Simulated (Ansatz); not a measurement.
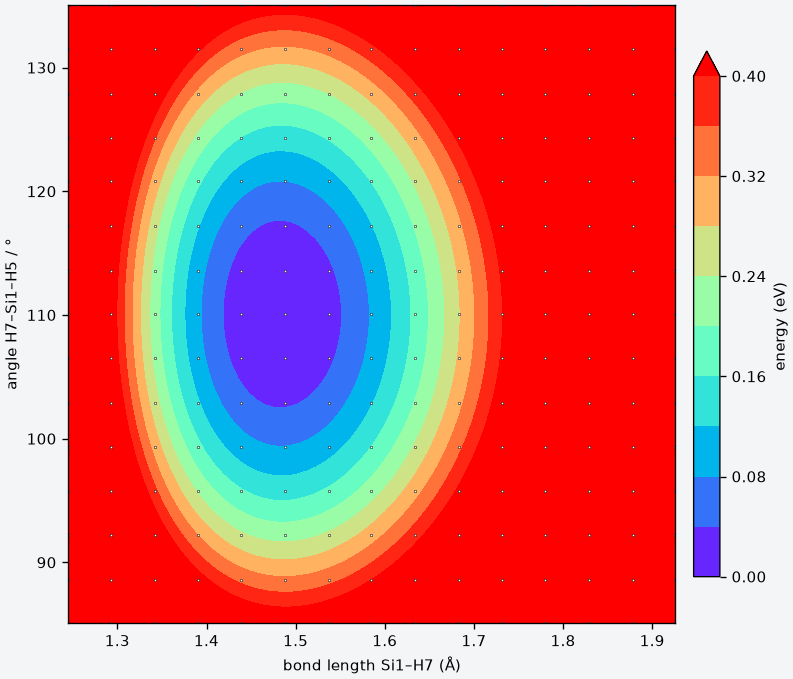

Si(NCO)H3. First axis: bond length Si1–H7. Second axis: angle H7–Si1–H5. Nothing is relaxed (all other coordinates rigid). The scan uses a 15 × 15 grid. Points are written as (first, second). Energies are in eV, from the relaxed molecule at the same level. Theory: RKS PBE0-D4/def2-TZVP (Ansatz).

In the figure: filled contours, dots at the grid points, one colour for all values above the top of the scale. Between grid points the surface is interpolated.

Where is the minimum, and how stiff is the well along each coordinate?

Answer. The interpolated minimum is at bond length Si1–H7 ≈ 1.482 Å, angle H7–Si1–H5 ≈ 110.1°. The curvatures there are about 18 eV/Å² and 4.6 eV/rad², with a cross term of about 0 eV/(Å·rad). Round the minimum the two coordinates are nearly uncoupled.
